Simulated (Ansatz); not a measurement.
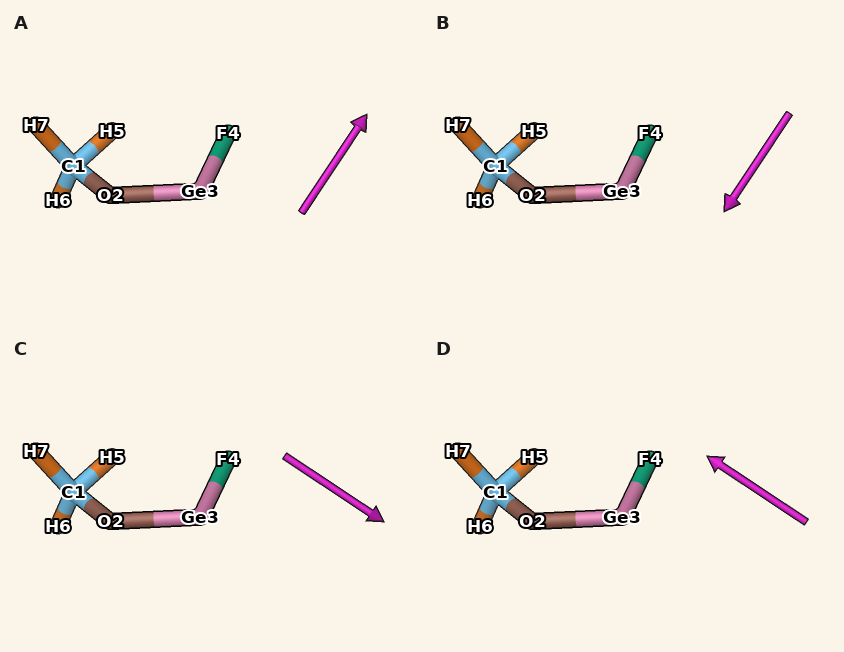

The same molecule four times, each with an arrow. Geometry: atoms displaced at random (about 0.06 Å) from a stationary point of PBE0-D4. Level of theory: RKS ωB97M-V/def2-TZVPP (Ansatz 0.2.0).

Which arrow points along the dipole moment, from the negative to the positive end?

B. The dipole moment is 0.52 D; it points from the side of F4 to the side of H6 (the outermost atoms at the two ends).
